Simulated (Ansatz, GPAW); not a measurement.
# Y2COS MXene monolayer: simulated STM images, part 2 of 3

Wanted: filled- and empty-state images of Y2COS MXene monolayer, with its work function.

GPAW 26.7.0 and Ansatz 0.2.0; Ansatz plane waves; layer without images along its normal, relaxation of atoms and in-plane cell (the session's first sound run).

So far. Step 2 (Relaxing the atoms): The relaxation lowered the energy of the cell by 1.69 eV.

**3. The slab's potential**

The work function is the vacuum plateau of the electrostatic potential less the Fermi level; a dipole layer lets the two faces have plateaus of their own.

This step: GPAW, PAW setups; slab in vacuum (GPAW 26.7.0).

The cell differs from the one that the last finished run ended in (c 35.594 → 23.460 Å).

File run.py:

```python
import json
import numpy as np
from ase import Atoms
from ase.dft.stm import STM
from gpaw import GPAW, PW

slab = Atoms(
    ['S', 'Y', 'C', 'Y', 'O'],
    positions=[
        [0.00000, 2.09953, 9.00000],
        [1.81825, 1.04976, 10.61788],
        [-0.00000, -0.00000, 11.99330],
        [0.00000, 2.09953, 13.78351],
        [1.81825, 1.04976, 14.46022]],
    cell=[[3.63649, 0.0, 0.0], [-1.81825, 3.14929, 0.0], [0.0, 0.0, 23.4602]],
    pbc=[True, True, False])

slab.calc = GPAW(mode=PW(500), xc='PBE', kpts={'size': (9, 9, 1), 'gamma': True},
                 occupations={'name': 'fermi-dirac', 'width': 0.05}, nbands='160%',
                 convergence={'density': 1e-05}, maxiter=200,
                 poissonsolver={'dipolelayer': 'xy'},
                 symmetry={'tolerance': 1e-3}, txt='slab.txt')
result = {}
energy = slab.get_potential_energy()
fermi = slab.calc.get_fermi_level()
v = slab.calc.get_electrostatic_potential().mean((0, 1)) - fermi
n = slab.calc.get_pseudo_density().mean((0, 1))
L = slab.cell[2, 2]
z = np.arange(len(v)) * L / len(v)
low, high = slab.positions[:, 2].min(), slab.positions[:, 2].max()
below, above = np.interp([low - 6.8, high + 6.8], z, v)
slopes = [np.interp(x, z, np.gradient(v, z)) for x in (low - 6.8, high + 6.8)]
eps = np.array([[slab.calc.get_eigenvalues(k, s) for k in range(len(slab.calc.get_ibz_k_points()))]
                for s in range(slab.calc.get_number_of_spins())]) - fermi
top, bottom = eps[eps < 0].max(), eps[eps > 0].min()
dipole = slab.get_dipole_moment()[2]
print(f'energy {energy:.4f} eV, Fermi level {fermi:.4f} eV, dipole {dipole:.5f} e A')
print(f'potential 6.8 A off the faces, from the Fermi level: lower {below:.4f} eV, upper {above:.4f} eV')
print(f'slope of the potential there: lower {slopes[0]:.5f}, upper {slopes[1]:.5f} eV/A')
print(f'nearest levels on the mesh: {top:.4f} and {bottom:.4f} eV')
print('magnetic moment', round(slab.get_magnetic_moment(), 3))
result.update(energy=energy, fermi=fermi, dipole=dipole, below=below, above=above, slopes=slopes, edges=[top, bottom],
              z=z.tolist(), v=v.tolist(), n=n.tolist(), positions=slab.positions.tolist(),
              forces=slab.get_forces(apply_constraint=False).tolist(), moments=slab.get_magnetic_moments().tolist())

# Images need the states of the whole zone, up to time reversal
slab.calc = slab.calc.fixed_density(symmetry={'point_group': False}, txt='states.txt',
                                    convergence={'bands': 'CBM+0.8'})
stm = STM(slab)
result['stm'] = []
for bias in [-0.5, 0.5]:
    height = high + 3.0
    current = stm.get_averaged_current(bias, height)
    x, y, h = stm.scan(bias, current)
    i, f = divmod(height / L * stm.ldos.shape[2], 1)
    I = abs((1 - f) * stm.ldos[:, :, int(i)] + f * stm.ldos[:, :, int(i) + 1])
    print(f'bias {bias} V: mean current at 3.0 A {current:.4e}, corrugation {np.ptp(h):.4f} A')
    result['stm'].append(dict(bias=bias, current=current, h=(h - high).tolist(), I=I.tolist()))
json.dump(result, open('result.json', 'w'))
```

The run is started by

```console
OMP_NUM_THREADS=1 OPENBLAS_NUM_THREADS=1 python run.py
```

The log of the run:

```text
energy -33.6876 eV, Fermi level -2.0722 eV, dipole 0.10442 e A
potential 6.8 A off the faces, from the Fermi level: lower 6.7928 eV, upper 5.1418 eV
slope of the potential there: lower -0.00026, upper 0.00042 eV/A
nearest levels on the mesh: -0.0165 and 0.1768 eV
magnetic moment 0.0
bias -0.5 V: mean current at 3.0 A 5.2284e-06, corrugation 0.5422 A
bias 0.5 V: mean current at 3.0 A 3.8419e-06, corrugation 0.1638 A
```

Run time: 1.7 min. Hardware: 1 thread of Intel Xeon Platinum 8375C at 2.90GHz (Ice Lake), shared host; peak memory 0.56 GiB.

This step gave:

```yaml
dipole_along_the_normal: 0.1044 e·Å
levels_nearest_the_fermi_level_on_the_mesh: -0.01651, 0.1768 eV from the Fermi level
upper_work_function: 5.142 eV
lower_work_function: 6.793 eV
corrugation_minus_0p5: 0.5422 Å
corrugation_0p5: 0.1638 Å
```

The electrostatic potential energy of an electron (without an applied field's), less the Fermi level, planar mean oscillates, so the rows of the table below give means over windows of 1 Å about each position, cut where the curve ends. Its maxima inside the range that stand out by 2 % of the span (Å: eV): 1.3: 6.79, 9.7: -2.93, 11.5: -3.00, 12.7: 0.274. Its minima: 9.0: -12.3, 10.6: -15.7, 12.0: -6.12, 13.8: -16.3.

Table of electrostatic potential energy of an electron (without an applied field's), less the Fermi level, planar mean by z; means over each step:

```
z (Å)  electrostatic potential energy of an electron (without an applied field's), less the Fermi level, planar mean (eV)
    0                                                                                                                6.48
    1                                                                                                                6.79
    2                                                                                                                6.79
    3                                                                                                                6.79
    4                                                                                                                6.79
    5                                                                                                                6.79
    6                                                                                                                6.79
    7                                                                                                                6.69
    8                                                                                                                4.36
    9                                                                                                               -7.89
   10                                                                                                               -7.01
   11                                                                                                               -9.83
   12                                                                                                               -3.76
   13                                                                                                               -3.66
   14                                                                                                               -14.5
   15                                                                                                              -0.635
   16                                                                                                                4.88
   17                                                                                                                5.13
   18                                                                                                                5.14
   19                                                                                                                5.14
   20                                                                                                                5.14
   21                                                                                                                5.14
   22                                                                                                                5.14
   23                                                                                                                5.25
```

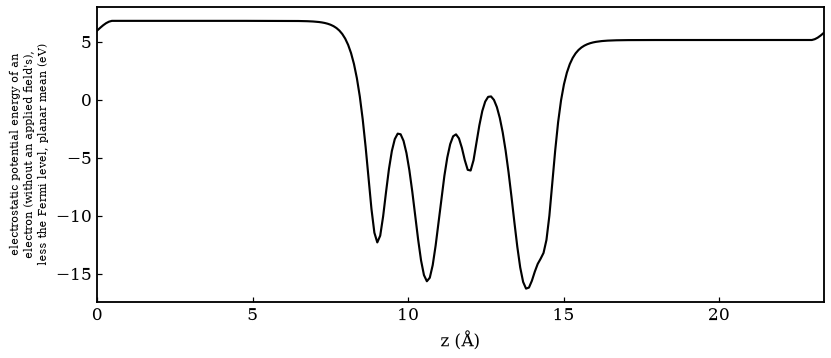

Electrostatic potential energy of an electron (without an applied field's), less the Fermi level, planar mean against z.

Pseudo valence density, planar mean against z:

| z (Å) | pseudo valence density, planar mean (e/Å³) |
| --- | --- |
| 5 | 6.2e-6 |
| 6 | 1.5e-4 |
| 7 | 0.00393 |
| 8 | 0.0932 |
| 9 | 0.312 |
| 10 | 0.389 |
| 11 | 0.550 |
| 12 | 0.342 |
| 13 | 0.238 |
| 14 | 0.930 |
| 15 | 0.251 |
| 16 | 0.00923 |
| 17 | 4.7e-4 |
| 18 | 2.6e-5 |

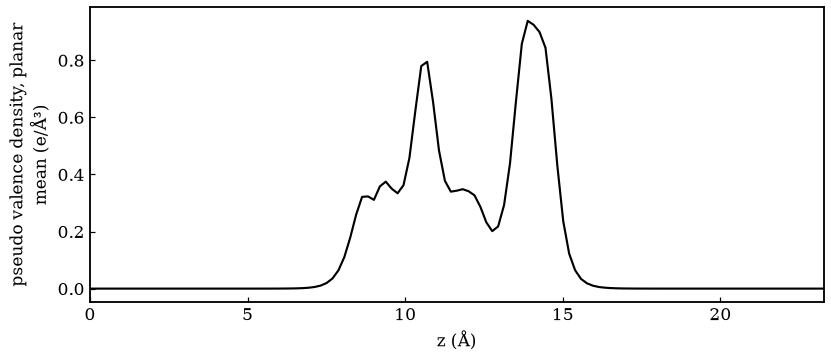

Pseudo valence density, planar mean, plotted against z.

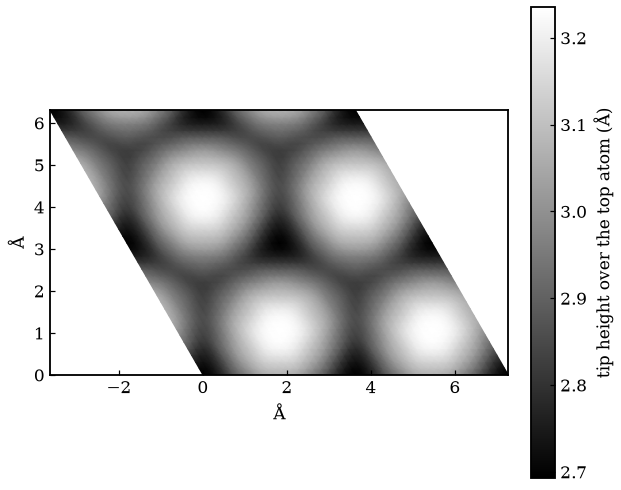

Tip height over the top atom over a1 and a2. Sample bias -0.5 V, constant current at the mean current 3.0 Å over the top atom. The cell is repeated, with its origin at the lower left corner.

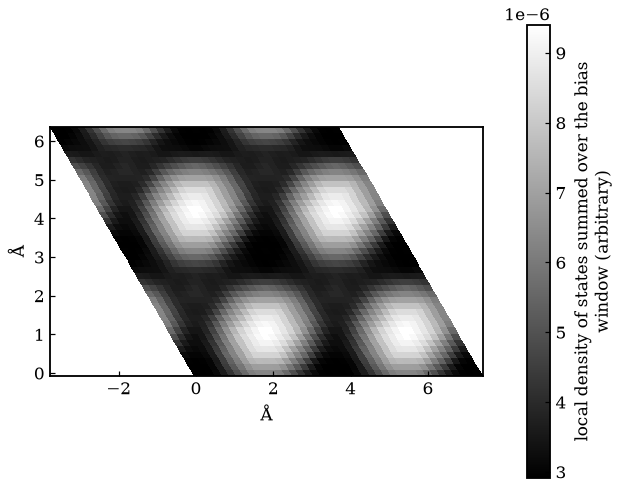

Local density of states summed over the bias window over a1 and a2. Sample bias -0.5 V, constant height 3.0 Å over the top atom. The cell is repeated, with its origin at the lower left corner.

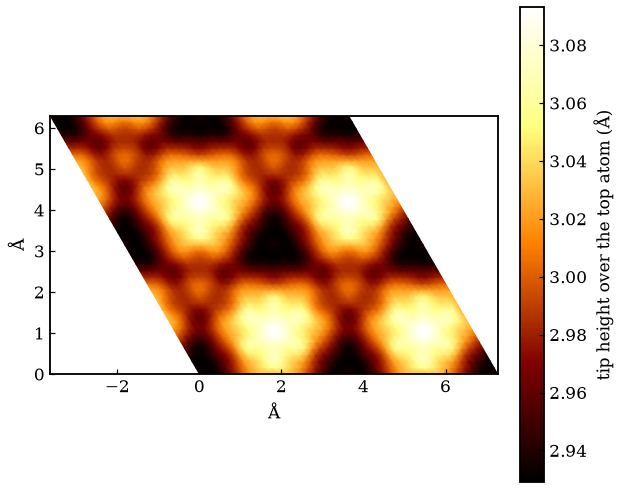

Tip height over the top atom over a1 and a2. Sample bias 0.5 V, constant current at the mean current 3.0 Å over the top atom. The cell is repeated, with its origin at the lower left corner.

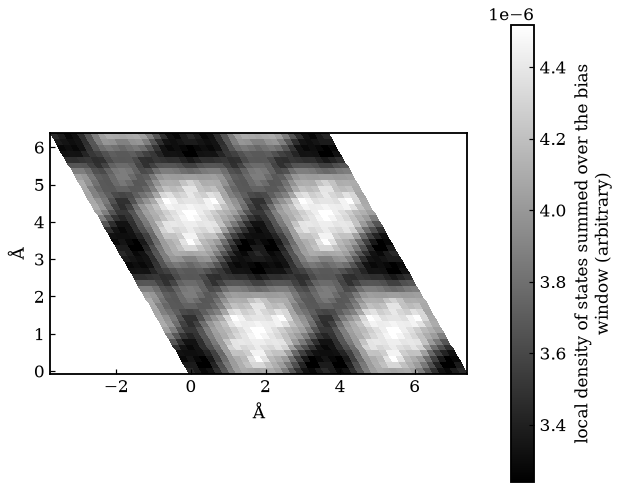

Local density of states summed over the bias window over a1 and a2. Sample bias 0.5 V, constant height 3.0 Å over the top atom. The cell is repeated, with its origin at the lower left corner.

Force by atom:

| atom | x (eV/Å) | y (eV/Å) | z (eV/Å) | size |
| --- | --- | --- | --- | --- |
| S1 | 0.0000 | 0.0000 | 0.0297 | 0.0297 |
| Y2 | 0.0000 | 0.0000 | -0.0061 | 0.0061 |
| C3 | 0.0000 | 0.0000 | 0.0007 | 0.0007 |
| Y4 | 0.0000 | 0.0000 | 0.0212 | 0.0212 |
| O5 | 0.0000 | 0.0000 | -0.0602 | 0.0602 |

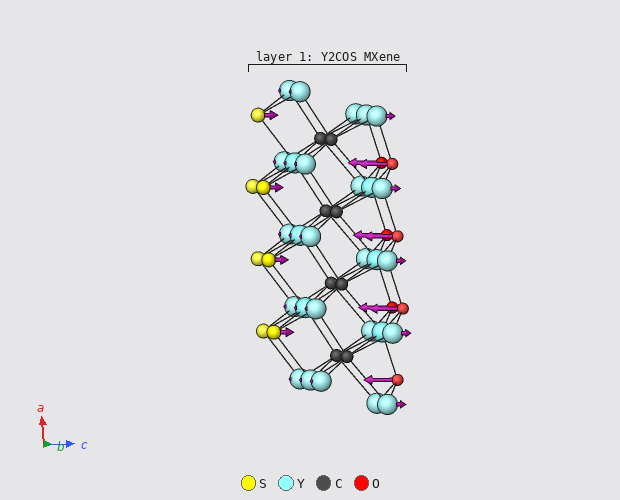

Force as arrows, the longest 0.0602 eV/Å. 3×1×1 cells are drawn. Some periodic images of atoms are drawn too.

The potential is flat to 4.2e-4 eV/Å where it is read, so the vacuum is wide enough. The geometry is the other program's minimum; here the largest force on a free atom is 0.060 eV/Å.

(Continued in part 3 of 3.)

[Logs are printed without paths, hosts, clocks, repeated set-up lines and the standing remarks that a program may print on its own settings, such as how far it seeks lower states.]

[Hosts, paths, dates, database ids (printed as entryN), source tags and the programs' standing remarks are cut or masked in the printed files.]
